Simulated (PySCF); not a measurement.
# C8H13BSi: what the fields show

```xyz
23

C     2.4160   -1.7379    2.0156
B     2.1509   -1.4792    0.4787
C     3.2331   -1.8679   -0.6065
C     0.8600   -0.8577    0.0404
C    -0.1975   -0.3665   -0.3103
C    -1.3865    0.2440   -0.7031
C    -2.5544   -0.2834   -1.1296
Si   -3.3993    1.3789   -1.3592
C    -1.6075    1.7484   -0.7198
C    -1.4370    2.4015    0.6427
H     1.5099   -1.7875    2.6151
H     2.9933   -2.6435    2.1901
H     3.0111   -0.9129    2.4098
H     4.2347   -1.9712   -0.1957
H     3.2726   -1.1662   -1.4370
H     2.9646   -2.8334   -1.0366
H    -2.7748   -1.3316   -1.2557
H    -3.6977    1.8235   -2.7204
H    -4.4747    1.7368   -0.4350
H    -0.9362    2.2354   -1.4326
H    -2.0937    1.9346    1.3746
H    -1.6815    3.4609    0.5897
H    -0.4099    2.3017    0.9948
```

Geometry: GFN2-xTB.

Level of theory: PBE0/pcSseg-1, SCF density, gas phase, non-relativistic in PySCF.

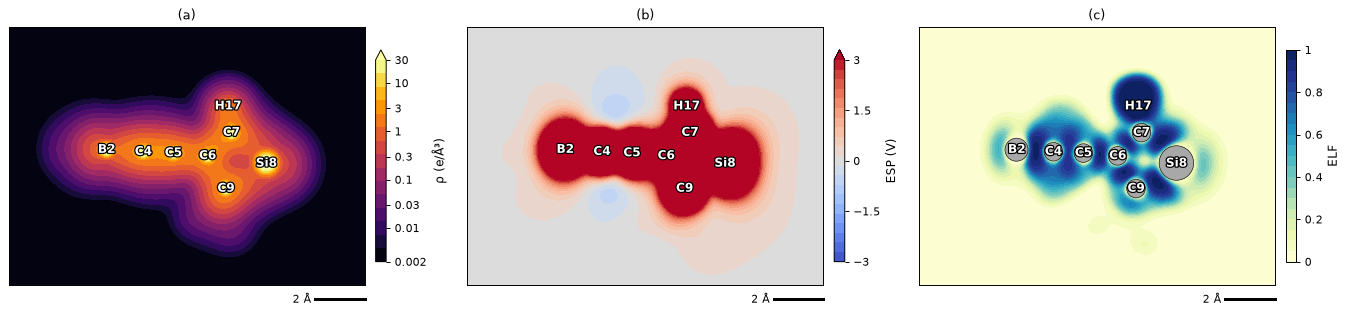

Figure 1. (a) electron density; (b) electrostatic potential; (c) electron localisation function on the plane of atoms C6, C7 and Si8. Grey discs cover the atomic cores in the ELF map.

> What do the fields say about this system?

The section cuts through B, C, Si and H sites. C–C (1.22 Å): the density is about 2.7 e/Å³ at the midpoint; the ELF peaks at about 0.85 between the atoms; a short, multiple covalent bond. C–B (1.50 Å): ρ is about 1.5 e/Å³ halfway; the ELF peaks at about 0.95 between the atoms, as expected for a covalent bond. C–Si (1.88 Å): the density is about 0.9 e/Å³ at the midpoint; the ELF peaks at about 0.95 between the atoms; localised, covalent bonding. C–H (1.08 Å): the density is about 2 e/Å³ at the midpoint; the ELF climbs to about 1 towards the hydrogen, as it does in any bond to H; a covalent bond by its length. C–C (1.35 Å): the density is about 2.2 e/Å³ at the midpoint; the ELF peaks at about 0.90 between the atoms: localised, covalent bonding. Outside the dense part of the molecule the potential is most negative (−0.7 V) near C4.

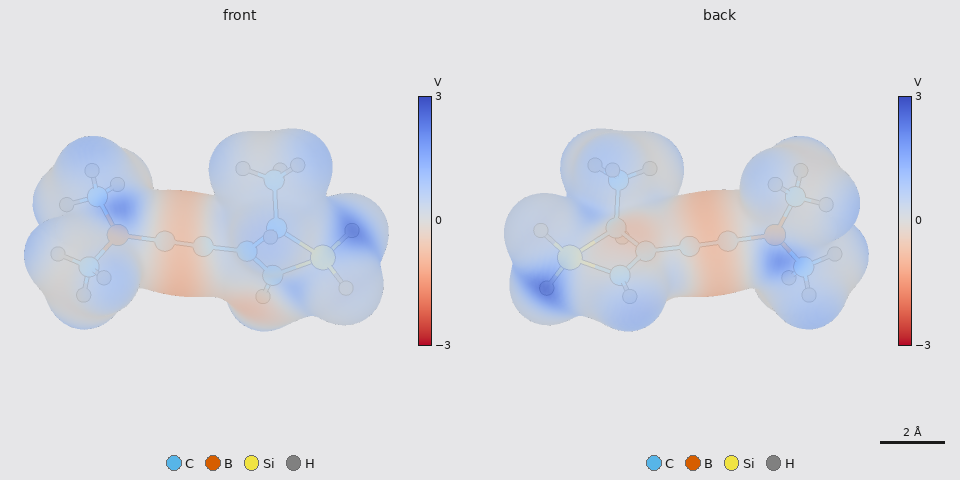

Figure 2. The molecular electrostatic potential painted on the density surface at 0.004 e/bohr³, seen from the front and from behind; the colour scale runs from red (negative) to blue (positive).

> Describe the electrostatic potential map.

The most negative region (about −0.8 V) lies over C4 and C5, the most positive (about +2.1 V) over Si8.
